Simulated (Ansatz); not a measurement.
# Lattice dynamics of InNi3N (Pm-3m)

Task: relax InNi3N (Pm-3m), then find its harmonic phonons.

Calculated with Ansatz 0.2.0; DFT PBEsol, scalar-relativistic, plane waves, PAW; PAW set soft_1.

### Step 1. Set-up

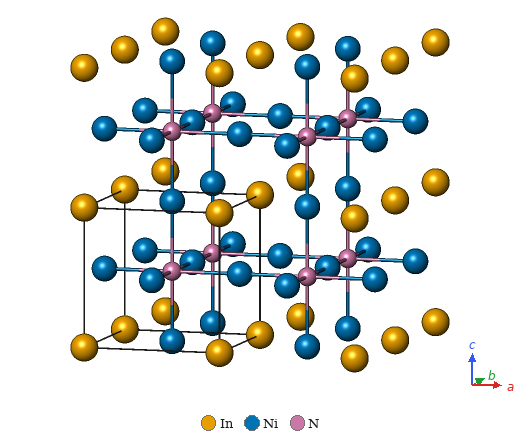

The starting structure, seen slightly off an axis (indium orange, nickel blue, nitrogen pink). 2×2×2 cells are drawn. Some periodic images of atoms are drawn too.

Structure file:

```cif
data_structure
_symmetry_space_group_name_H-M 'Pm-3m'
_symmetry_Int_Tables_number 221
_cell_length_a 3.8399
_cell_length_b 3.8399
_cell_length_c 3.8399
_cell_angle_alpha 90.000
_cell_angle_beta 90.000
_cell_angle_gamma 90.000
_cell_volume 56.62
loop_
_atom_site_label
_atom_site_type_symbol
_atom_site_symmetry_multiplicity
_atom_site_Wyckoff_symbol
_atom_site_fract_x
_atom_site_fract_y
_atom_site_fract_z
_atom_site_occupancy
In1 In 1 a 0.00000 0.00000 0.00000 1
Ni1 Ni 3 c 0.50000 0.50000 0.00000 1
N1 N 1 b 0.50000 0.50000 0.50000 1
```

### Step 2. Bringing the structure to rest

Harmonic phonons are second derivatives at a point where the forces vanish, and they are wanted at zero stress, so atoms and cell are relaxed first.

input.yaml reads:

```yaml
crystal:
  lattice:
    - [3.83985571, 0.0, 0.0]
    - [0.0, 3.83985571, 0.0]
    - [0.0, 0.0, 3.83985571]
  atoms:
    - { symbol: In, position: [0.0, 0.0, 0.0] }
    - { symbol: Ni, position: [0.5, 0.5, 0.0] }
    - { symbol: Ni, position: [0.5, 0.0, 0.5] }
    - { symbol: Ni, position: [0.0, 0.5, 0.5] }
    - { symbol: "N", position: [0.5, 0.5, 0.5] }
kpoints:
  mp_grid: { grid: [10, 10, 10] }
hamiltonian:
  xc: pbesol
  pseudopotentials: { kind: paw, azcp: { folder: soft_1 }, xc_functional: pbe }
scf:
  occupations: { method: gaussian, width: 0.1 }
output:
  forces: true
  stress: true
  eigenvalues: true
  write_density: true
  write_potential: true
  elf: true
  volumetric_format: npy
relax:
  adjacent_minimum: "off"
  f_tol: 0.005
  max_steps: 80
  cell: { stress_tol: 0.05 }
```

Launch:

```
$ ansatz run input.yaml --threads 4 --pin off --max-ram 10240MiB --backend cpu --events-out ev --progress --plain --runs-dir out
```

Numbers of over 12 decimals in the logs are rounded to 6 here.

The program printed:

```text
Engine: ansatz 0.2.0, aarch64-unknown-linux-gnu
Pseudopotentials: kind: paw
Pseudopotential: In, paw, valence charge 13, recommended cutoff 420 eV (normal), soft_1/In.paw.azcp
Pseudopotential: Ni, paw, valence charge 18, recommended cutoff 420 eV (normal), soft_1/Ni.paw.azcp
Pseudopotential: N, paw, valence charge 5, recommended cutoff 420 eV (normal), soft_1/N.paw.azcp
Functional definition: PBEsol
  exchange = pbesol_x
  correlation = pbesol_c
Crystal: 5 atoms, lattice volume = 56.617 Å³
Basis set: ecut = 420 eV, 1141 PW (Γ), exchange–correlation on 54×54×54 points (8 copies of the dense FFT grid, shifted against one another)
Bands: 44, of which v1, the nominal top of the filled ones, is band 36 counted from 1 (35 counted from 0)
Symmetry: 48 space group operations
Space group: Pm-3m (ITA 221), of the structure as read, at distance tolerance 3.8e-5 Å
k-points: 56 of 1000
Non-local potential: In, projectors of the file, l = 0: 2, l = 1: 2, l = 2: 2, l = 3: 1
Non-local potential: Ni, projectors of the file, l = 0: 3, l = 1: 2, l = 2: 3, l = 3: 1
Non-local potential: N, projectors of the file, l = 0: 2, l = 1: 2, l = 2: 1
PAW form: soft (Blöchl's): semilocal exchange-correlation on the pseudo side does not see the compensation charge
PAW frozen core: In, regenerated for the run's functional, and the local potential with it (the file was generated under x = pbe(κ = 0.804, μ = 0.219515), c = pbe(β = 0.066725))
PAW frozen core: Ni, regenerated for the run's functional, and the local potential with it (the file was generated under x = pbe(κ = 0.804, μ = 0.219515), c = pbe(β = 0.066725))
PAW frozen core: N, regenerated for the run's functional, and the local potential with it (the file was generated under x = pbe(κ = 0.804, μ = 0.219515), c = pbe(β = 0.066725))
PAW one-centre angular grid: In, 590 points (default); XC on 64 Gauss nodes
PAW one-centre angular grid: Ni, 590 points (default); XC on 64 Gauss nodes
PAW one-centre angular grid: N, 110 points (default); XC on 64 Gauss nodes
Initial density: superposition of atomic densities (chi_scale 0.1, normalization cell, long waves kept (reshape's long-wave potential 0.01 eV rms))
Initial wavefunctions: pseudopotential atomic-orbital guess
Functional: x = pbesol(κ = 0.804, μ = 0.123457), c = pbesol(β = 0.046)
SCF iter   1: F=—  HF=-23321.357838 eV  |F-HF|=—  |Δ(HF+E_count)|=         —  Δρ=1.38e-1  dr2=8.44e0  ethr=3.10e-3  ⟨swp⟩=6.0  Hψ=8313  notcnv=0  defer=4
preconditioner: auto → Kerker (q_TF=auto, 2.840 Å⁻¹)  [metal: Δε(μ)=0.049 eV  Ē_g=10.935 eV  σ=0.100 eV  W_gap=0.27  n_scr=26 (ndim 8)  ℏωp=34.2 eV  f_vac=0.000  D(μ)=1.38/eV (n_scr^D=6)]
SCF iter   2: F=—  HF=-23320.119709 eV  |F-HF|=—  |Δ(HF+E_count)|=    1.24e0  Δρ=5.24e-2  dr2=1.49e0  ethr=3.10e-3  ⟨swp⟩=2.9  Hψ=3981  notcnv=0  defer=152
SCF iter   3: F=—  HF=-23319.767844 eV  |F-HF|=—  |Δ(HF+E_count)|=   3.52e-1  Δρ=1.87e-2  dr2=2.35e-1  ethr=2.06e-3  ⟨swp⟩=2.1  Hψ=3171  notcnv=0  defer=156
SCF iter   4: F=—  HF=-23319.725775 eV  |F-HF|=—  |Δ(HF+E_count)|=   4.21e-2  Δρ=5.72e-3  dr2=1.18e-2  ethr=3.26e-4  ⟨swp⟩=2.0  Hψ=3367  notcnv=0  defer=162
SCF iter   5: F=—  HF=-23319.725410 eV  |F-HF|=—  |Δ(HF+E_count)|=   3.66e-4  Δρ=1.24e-3  dr2=7.54e-4  ethr=1.63e-5  ⟨swp⟩=2.1  Hψ=4282  notcnv=0  defer=162
SCF iter   6: F=—  HF=-23319.725271 eV  |F-HF|=—  |Δ(HF+E_count)|=   1.38e-4  Δρ=4.88e-4  dr2=1.57e-4  ethr=1.05e-6  ⟨swp⟩=2.0  Hψ=3814  notcnv=0  defer=162
SCF iter   7: F=—  HF=-23319.725264 eV  |F-HF|=—  |Δ(HF+E_count)|=   7.23e-6  Δρ=1.67e-4  dr2=1.88e-5  ethr=2.18e-7  ⟨swp⟩=2.1  Hψ=3439  notcnv=0  defer=162
SCF iter   8: F=—  HF=-23319.725297 eV  |F-HF|=—  |Δ(HF+E_count)|=   3.27e-5  Δρ=4.35e-5  dr2=1.15e-6  ethr=2.61e-8  ⟨swp⟩=2.0  Hψ=3195  notcnv=0  defer=162
SCF iter   9: F=—  HF=-23319.725297 eV  |F-HF|=—  |Δ(HF+E_count)|=   2.50e-7  Δρ=1.36e-5  dr2=1.02e-7  ethr=1.60e-9  ⟨swp⟩=2.1  Hψ=3261  notcnv=0  defer=162
SCF iter  10: F=-23319.725296 eV  HF=-23319.725296 eV  |F-HF|=2.88e-9  |Δ(HF+E_count)|=   2.25e-8  Δρ=2.28e-6  dr2=3.04e-9  ethr=1.39e-10  ⟨swp⟩=13.4  Hψ=16993  notcnv=0
SCF 1 converged in 10 iterations: F = -23319.725296 eV  dr2 = 3.04e-9
  greatest PAW one-centre occupation: 1.001 electrons in one spin orbital (limit 2), on the Ni atom at site 2 (counted from 0), in its partial waves of l = 1
relax step   1: F+E_penalty+E_count = -23319.72529649 eV  Δ(F+E_penalty+E_count) = +0.000e0 eV  max|allowed force component| = 4.920e-29 eV/Å  Δτ_max = 0.0000 Å  P = -3.300 GPa  Ω = 56.617 Å³  (10 SCF iters, dr2 threshold 1.00e-7 eV, accepted)
Crystal: 5 atoms, lattice volume = 56.036 Å³
Basis set: ecut = 420 eV, 1045 PW (Γ), exchange–correlation on 54×54×54 points (8 copies of the dense FFT grid, shifted against one another)
Initial density: handed on by an earlier stage of this run
Initial wavefunctions: those handed on with the density
iter 1 solved again at ethr=8.36e-7 eV; its pass at ethr=3.10e-3 eV (dr2=6.02e-4 eV) is discarded
SCF iter   1: F=—  HF=-23319.734198 eV  |F-HF|=—  |Δ(HF+E_count)|=         —  Δρ=1.10e-3  dr2=5.50e-4  ethr=8.36e-7  ⟨swp⟩=2.2  Hψ=10996  notcnv=0
preconditioner: auto → Kerker (q_TF=auto, 2.845 Å⁻¹)  [metal: Δε(μ)=0.035 eV  Ē_g=10.911 eV  σ=0.100 eV  W_gap=0.19  n_scr=26 (ndim 8)  ℏωp=34.4 eV  f_vac=0.000  D(μ)=1.52/eV (n_scr^D=6)]
SCF iter   2: F=—  HF=-23319.734130 eV  |F-HF|=—  |Δ(HF+E_count)|=   6.80e-5  Δρ=5.03e-4  dr2=1.66e-4  ethr=7.64e-7  ⟨swp⟩=1.1  Hψ=2467  notcnv=0
SCF iter   3: F=—  HF=-23319.734144 eV  |F-HF|=—  |Δ(HF+E_count)|=   1.37e-5  Δρ=1.17e-4  dr2=1.54e-5  ethr=2.31e-7  ⟨swp⟩=2.0  Hψ=3342  notcnv=0
SCF iter   4: F=—  HF=-23319.734139 eV  |F-HF|=—  |Δ(HF+E_count)|=   5.30e-6  Δρ=8.19e-5  dr2=4.06e-6  ethr=2.14e-8  ⟨swp⟩=2.0  Hψ=3537  notcnv=0
iter 5 did not close the SCF: its close was put off for the readings that it lacked (scf_convergence_deferred on its scf_iter line)
SCF iter   5: F=-23319.734138 eV  HF=-23319.734138 eV  |F-HF|=6.19e-8  |Δ(HF+E_count)|=   9.26e-7  Δρ=2.59e-5  dr2=2.09e-7  ethr=5.63e-9  ⟨swp⟩=2.0  Hψ=3128  notcnv=0
SCF iter   6: F=-23319.734138 eV  HF=-23319.734138 eV  |F-HF|=1.25e-8  |Δ(HF+E_count)|=  1.09e-10  Δρ=5.38e-6  dr2=1.40e-8  ethr=2.90e-10  ⟨swp⟩=7.0  Hψ=17223  notcnv=0
SCF 2 converged in 6 iterations: F = -23319.734138 eV  dr2 = 1.40e-8
relax step   2: F+E_penalty+E_count = -23319.73413783 eV  Δ(F+E_penalty+E_count) = -8.841e-3 eV  max|allowed force component| = 8.257e-30 eV/Å  Δτ_max = 0.0000 Å  P = -1.245 GPa  Ω = 56.036 Å³  energy of the carried Pulay correction = +5.656e-4 eV  (6 SCF iters, dr2 threshold 5.00e-7 eV, accepted)
Crystal: 5 atoms, lattice volume = 55.690 Å³
iter 1 solved again at ethr=3.39e-7 eV; its pass at ethr=3.10e-3 eV (dr2=2.44e-4 eV) is discarded
SCF iter   1: F=—  HF=-23319.735793 eV  |F-HF|=—  |Δ(HF+E_count)|=         —  Δρ=6.66e-4  dr2=2.06e-4  ethr=3.39e-7  ⟨swp⟩=2.6  Hψ=10573  notcnv=0
preconditioner: auto → Kerker (q_TF=auto, 2.848 Å⁻¹)  [metal: Δε(μ)=0.034 eV  Ē_g=10.960 eV  σ=0.100 eV  W_gap=0.19  n_scr=18 (ndim 8)  ℏωp=34.5 eV  f_vac=0.000  D(μ)=1.51/eV (n_scr^D=6)]
SCF iter   2: F=—  HF=-23319.735801 eV  |F-HF|=—  |Δ(HF+E_count)|=   7.25e-6  Δρ=3.11e-4  dr2=6.39e-5  ethr=2.87e-7  ⟨swp⟩=1.1  Hψ=2467  notcnv=0
SCF iter   3: F=—  HF=-23319.735790 eV  |F-HF|=—  |Δ(HF+E_count)|=   1.08e-5  Δρ=6.94e-5  dr2=5.61e-6  ethr=8.87e-8  ⟨swp⟩=2.0  Hψ=3393  notcnv=0
SCF iter   4: F=—  HF=-23319.735788 eV  |F-HF|=—  |Δ(HF+E_count)|=   1.92e-6  Δρ=4.21e-5  dr2=1.16e-6  ethr=7.80e-9  ⟨swp⟩=2.0  Hψ=3453  notcnv=0
iter 5 did not close the SCF: its close was put off for the readings that it lacked (scf_convergence_deferred on its scf_iter line)
SCF iter   5: F=-23319.735787 eV  HF=-23319.735788 eV  |F-HF|=5.16e-8  |Δ(HF+E_count)|=   2.68e-7  Δρ=1.87e-5  dr2=1.08e-7  ethr=1.62e-9  ⟨swp⟩=2.0  Hψ=3204  notcnv=0
SCF iter   6: F=-23319.735788 eV  HF=-23319.735788 eV  |F-HF|=4.18e-9  |Δ(HF+E_count)|=   7.31e-9  Δρ=3.31e-6  dr2=4.36e-9  ethr=1.50e-10  ⟨swp⟩=6.0  Hψ=15643  notcnv=0
SCF 3 converged in 6 iterations: F = -23319.735788 eV  dr2 = 4.36e-9
  greatest PAW one-centre occupation: 1.001 electrons in one spin orbital (limit 2), on the Ni atom at site 3 (counted from 0), in its partial waves of l = 1
relax step   3: F+E_penalty+E_count = -23319.73578752 eV  Δ(F+E_penalty+E_count) = -1.650e-3 eV  max|allowed force component| = 8.559e-30 eV/Å  Δτ_max = 0.0000 Å  P = +0.039 GPa  Ω = 55.690 Å³  energy of the carried Pulay correction = +9.053e-4 eV  (6 SCF iters, dr2 threshold 5.00e-7 eV, accepted)
Initial wavefunctions: pseudopotential atomic-orbital guess (no wavefunctions were taken with the density)
iter 1 solved again at ethr=8.81e-8 eV; its pass at ethr=3.10e-3 eV (dr2=6.35e-5 eV) is discarded
SCF iter   1: F=—  HF=-23319.734918 eV  |F-HF|=—  |Δ(HF+E_count)|=         —  Δρ=4.55e-5  dr2=2.22e-7  ethr=8.81e-8  ⟨swp⟩=3.1  Hψ=15541  notcnv=0
preconditioner: auto → Kerker (q_TF=auto, 2.848 Å⁻¹)  [metal: Δε(μ)=0.033 eV  Ē_g=10.962 eV  σ=0.100 eV  W_gap=0.18  n_scr=18 (ndim 8)  ℏωp=34.5 eV  f_vac=0.000  D(μ)=1.51/eV (n_scr^D=6)]
SCF iter   2: F=—  HF=-23319.734946 eV  |F-HF|=—  |Δ(HF+E_count)|=   2.79e-5  Δρ=3.45e-5  dr2=2.81e-7  ethr=3.09e-10  ⟨swp⟩=2.1  Hψ=4492  notcnv=0
SCF iter   3: F=—  HF=-23319.734946 eV  |F-HF|=—  |Δ(HF+E_count)|=   3.31e-8  Δρ=6.45e-6  dr2=5.43e-9  ethr=3.09e-10  ⟨swp⟩=2.2  Hψ=3182  notcnv=0
SCF iter   4: F=—  HF=-23319.734946 eV  |F-HF|=—  |Δ(HF+E_count)|=   3.24e-9  Δρ=1.43e-6  dr2=6.78e-10  ethr=7.54e-12  ⟨swp⟩=2.1  Hψ=4496  notcnv=0
SCF iter   5: F=—  HF=-23319.734946 eV  |F-HF|=—  |Δ(HF+E_count)|=   1.42e-9  Δρ=8.46e-7  dr2=4.55e-10  ethr=1.00e-12  ⟨swp⟩=2.0  Hψ=4484  notcnv=0
SCF iter   6: F=—  HF=-23319.734946 eV  |F-HF|=—  |Δ(HF+E_count)|=  4.73e-11  Δρ=2.00e-7  dr2=5.10e-11  ethr=1.00e-12  ⟨swp⟩=1.3  Hψ=2497  notcnv=0
SCF iter   7: F=-23319.734946 eV  HF=-23319.734946 eV  |F-HF|=0.00e0  |Δ(HF+E_count)|=  1.46e-11  Δρ=6.74e-8  dr2=4.90e-12  ethr=1.00e-12  ⟨swp⟩=5.3  Hψ=10768  notcnv=0
SCF 4 converged in 7 iterations: F = -23319.734946 eV  dr2 = 4.90e-12
relax step   4: F+E_penalty+E_count = -23319.73494629 eV  Δ(F+E_penalty+E_count) = +8.412e-4 eV  max|allowed force component| = 7.330e-30 eV/Å  Δτ_max = 0.0000 Å  P = +0.029 GPa  Ω = 55.690 Å³  stress off target by 2.89e-2 GPa  SCF on the basis re-selected at this cell (its energy is not comparable with the rows above)  (7 SCF iters)
basis re-selected at this cell: Δ(F+E_penalty+E_count) = +8.412e-4 eV, ΔP = -0.010 GPa vs the last step (what re-selecting the basis moved, of the pressure what is left beyond the Pulay correction that the steps carried, after the strain that the cell walked since its last selection, with what the two solves' SCF thresholds leave and, on support functions, any second-order correction that the steps lacked; it is no m [...]
SCF converged after 7 iterations
Free energy (F): -23319.734946 eV
Harris-Foulkes:  -23319.734946 eV  (|F-HF|=0.00e0)
Internal energy: -23319.727402 eV  (E = F + TS)
E sigma→0 (E₀):  -23319.731174 eV
Entropy (-TS):   -0.007544 eV (-1.509 meV/atom)
Fermi energy:    17.435664 eV
--- Per-component energies (eV) ---
  E_band       = -806.883628
  E_kinetic    = 1375.983041
  E_local      = -10173.147725  (includes V_loc(G=0)·N_el)
  E_nonlocal   = 22.773194
  E_hartree    = 5336.384939
  E_xc         = -538.360580
  E_vxc        = -602.595533  (∫ρ·V_xc dr)
  E_paw        = -9135.640830  (= ΣΔE_a)
  E_vpaw       = -2102.670221  (= ΣTr[D̂ρ^β])
  E_aug_tail   = 0.003770  (compensation charges beyond the density's cutoff)
  E_ewald      = -10208.579082
  E_core_change = 0.855870  (= ΣΔE_core)
  E_smearing   = -0.007544  (= −TS)
  E_closure    = -0.000000  (closes the sum)
  Σ components = -23319.734946   (vs F -23319.734946, Δ=0.00e0)
--- Forces (eV/Å), atoms counted from 1 ---
  atom   1  In    -0.00000000    -0.00000000    -0.00000000
  atom   2  Ni     0.00000000     0.00000000    -0.00000000
  atom   3  Ni    -0.00000000     0.00000000    -0.00000000
  atom   4  Ni     0.00000000    -0.00000000     0.00000000
  atom   5  N     -0.00000000     0.00000000    -0.00000000
  max |Σ_I F_I| component: 7.43e-30 eV/Å
--- Stress (GPa, compression-positive) ---
        0.028919       0.000000       0.000000
        0.000000       0.028919       0.000000
        0.000000       0.000000       0.028919
  P = ⅓ Tr σ = 0.0289 GPa (0.289 kbar)
--- Band table (eV; the first three rows and the last of 56) ---
  k-point 0: bands = [... 32 lower, 16.5432, 16.5432, 16.5432, 16.6813, 18.3049, 19.7457, 19.7457, 19.7457, ... 4 higher]
  k-point 1: bands = [... 32 lower, 16.5433, 16.5488, 16.5488, 16.6446, 18.3506, 19.3880, 19.8877, 19.8877, ... 4 higher]
  k-point 2: bands = [... 32 lower, 16.5371, 16.5435, 16.5673, 16.5673, 18.4942, 18.9002, 20.2581, 20.2581, ... 4 higher]
  k-point 55: bands = [... 32 lower, 16.0705, 16.5277, 16.5277, 16.5277, 18.0675, 18.0675, 18.0675, 18.8633, ... 4 higher]
--- Relaxed structure (3 steps of the walk, 3 accepted, 1 SCFs on fresh bases) ---
  F+E_penalty+E_count = -23319.73494629 eV   max|allowed force component| = 7.330e-30 eV/Å   (the final SCF, on the basis selected at the relaxed cell)
  cell:  # Å, volume = 55.6897 Å³
    - [3.818783, 0, 0]
    - [0, 3.818783, 0.0]
    - [0, 0.0, 3.818783]
  atoms:
    - { symbol: In, position: [0, 0, 0] }
    - { symbol: Ni, position: [0.5, 0.5, 0] }
    - { symbol: Ni, position: [0.5, 0, 0.5] }
    - { symbol: Ni, position: [0, 0.5, 0.5] }
    - { symbol: N, position: [0.5, 0.5, 0.5] }
```

Run time: 9.1 s. Hardware: 4 threads of Arm Neoverse V2, shared host; peak memory 0.46 GiB.

This run has no spin polarisation, although Ni can carry a moment.

The steps of the relaxation:

```
step  energy less that of the first step (eV)  largest force component (eV/Å)  pressure (GPa)  volume (Å³)
   1                                   0.0000                          0.0000           -3.30        56.62
   2                                  -0.0088                          0.0000           -1.24        56.04
   3                                  -0.0105                          0.0000            0.04        55.69
  4*                                  -0.0096                          0.0000            0.03        55.69
```

Relaxation steps marked * repeat the geometry before them on a plane-wave basis chosen anew for their cell, so energy and pressure can jump there.

The run keeps the 48 symmetry operations that it works with, so distortions that break them were not tested.

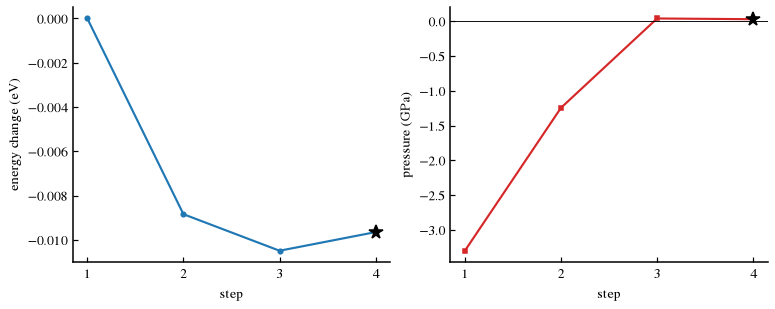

Energy and pressure along the relaxation. Stars mark steps on a basis chosen anew.

```
conventional cell, symmetrised  before  after  change
                         a (Å)   3.840  3.819  -0.5 %
                         b (Å)   3.840  3.819  -0.5 %
                         c (Å)   3.840  3.819  -0.5 %
              volume (Å³/atom)   11.32  11.14  -1.6 %
```

Final coordinates:

```xyz
5
Lattice="3.8188 0.0000 0.0000 0.0000 3.8188 0.0000 0.0000 0.0000 3.8188" Properties=species:S:1:pos:R:3 pbc="T T T"
In    0.0000    0.0000    0.0000
Ni    1.9094    1.9094    0.0000
Ni    1.9094    0.0000    1.9094
Ni    0.0000    1.9094    1.9094
N     1.9094    1.9094    1.9094
```

This step gave:

```
pressure          : 0.02892 GPa
volume per atom   : 11.14 Å³
gap on the k-mesh : 0 eV
```

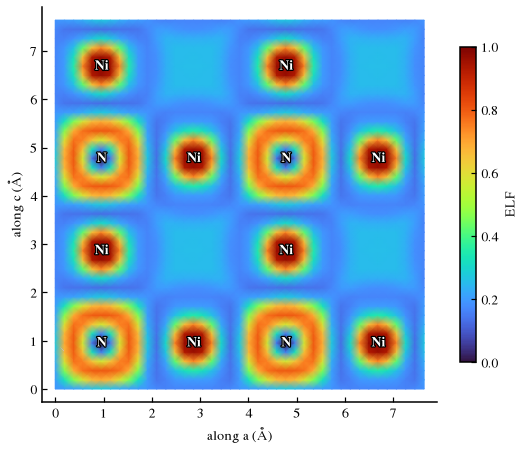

ELF in the ac plane at fractional y = 0.500, with atoms of Ni and N within 0.2 Å of it. It is the smooth field of the valence electrons, not physical close to the nuclei. The map starts off the cell's origin, so that atoms lie inside it.

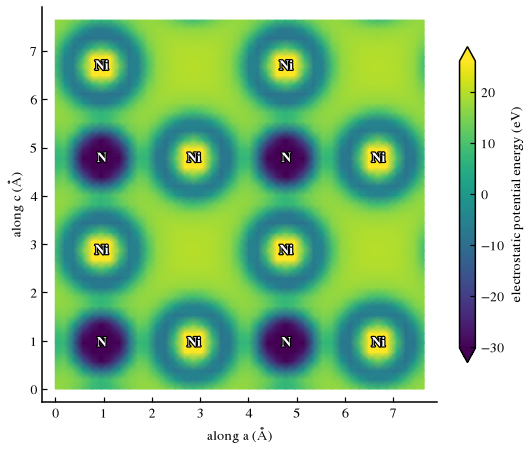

Electrostatic potential energy in the ac plane at fractional y = 0.500, with atoms of Ni and N within 0.2 Å of it. With pseudopotentials it is smooth inside the atoms' cores, unlike the true potential. The map starts off the cell's origin, so that atoms lie inside it.

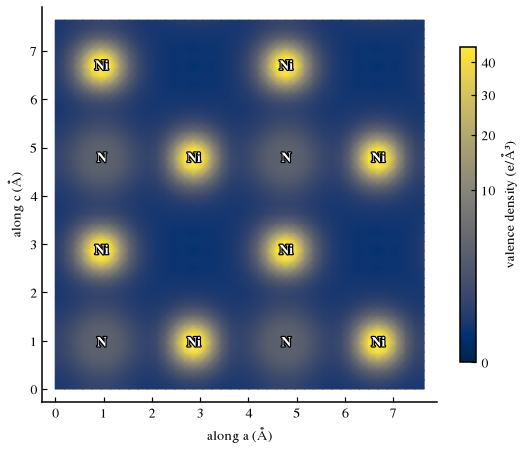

Valence density in the ac plane at fractional y = 0.500, with atoms of Ni and N within 0.2 Å of it. It is the smooth field of the valence electrons, not physical close to the nuclei. The map starts off the cell's origin, so that atoms lie inside it. The colour scale is stretched toward low values.

In this step the volume went from 11.32 to 11.14 Å³/atom.

### Step 3. Relaxing to small forces for the phonons

Phonons need a cell at rest on their own settings, so the relaxation is repeated with tight tolerances on forces and stress, using the mesh and the filling of the phonon run that follows.

input.yaml reads:

```yaml
crystal:
  lattice:
    - [3.8187829654, 0.0, 0.0]
    - [0.0, 3.8187829654, 0.0]
    - [0.0, 0.0, 3.8187829654]
  atoms:
    - { symbol: In, position: [0.0, 0.0, 0.0] }
    - { symbol: Ni, position: [0.5, 0.5, 0.0] }
    - { symbol: Ni, position: [0.5, 0.0, 0.5] }
    - { symbol: Ni, position: [0.0, 0.5, 0.5] }
    - { symbol: "N", position: [0.5, 0.5, 0.5] }
kpoints:
  mp_grid: { grid: [12, 12, 12] }
hamiltonian:
  xc: pbesol
  pseudopotentials: { kind: paw, azcp: { folder: soft_1 }, xc_functional: pbe }
scf:
  occupations: { method: methfessel_paxton, width: 0.2 }
output:
  forces: true
  stress: true
  eigenvalues: true
relax:
  adjacent_minimum: "off"
  f_tol: 0.001
  max_steps: 60
  cell: { stress_tol: 0.01 }
```

The program printed:

```text
[...]
Crystal: 5 atoms, lattice volume = 55.690 Å³
Basis set: ecut = 420 eV, 1045 PW (Γ), exchange–correlation on 54×54×54 points (8 copies of the dense FFT grid, shifted against one another)
Bands: 44, of which v1, the nominal top of the filled ones, is band 36 counted from 1 (35 counted from 0)
Symmetry: 48 space group operations
[...]
k-points: 84 of 1728
[...]
--- Relaxed structure (2 steps of the walk, 2 accepted, 1 SCFs on fresh bases) ---
[...]
cell:  # Å, volume = 55.6916 Å³
    - [3.818827, 0.0, 0.0]
    - [0.0, 3.818827, 0.0]
    - [0.0, 0.0, 3.818827]
  atoms:
    - { symbol: In, position: [0, 0, 0] }
    - { symbol: Ni, position: [0.500000, 0.500000, 0] }
    - { symbol: Ni, position: [0.500000, 0, 0.500000] }
    - { symbol: Ni, position: [0, 0.500000, 0.500000] }
    - { symbol: N, position: [0.500000, 0.500000, 0.500000] }
[key lines of the parts left out:]
SCF converged after 6 iterations
Free energy (F): -23319.725801 eV
Fermi energy:    17.424147 eV
P = ⅓ Tr σ = 0.0057 GPa (0.057 kbar)
```

Wall time 9.1 s (4 threads); peak memory 0.49 GiB; 34 s of CPU time.

Little changed from the start: no atom moved by 0.005 Å and no cell edge by 0.1 %.

This step gave:

```yaml
pressure: 0.005654 GPa
```

The forces vanish by symmetry and the pressure is 0.006 GPa, within the tolerances set. The cell now holds 11.14 Å³/atom.

(Continued in part 2 of 3.)

[Logs are printed without paths, hosts, clocks, repeated set-up lines and the standing remarks that a program may print on its own settings, such as how far it seeks lower states.]

[Hosts, paths, dates, database ids (printed as entryN), source tags and the programs' standing remarks are cut or masked in the printed files.]
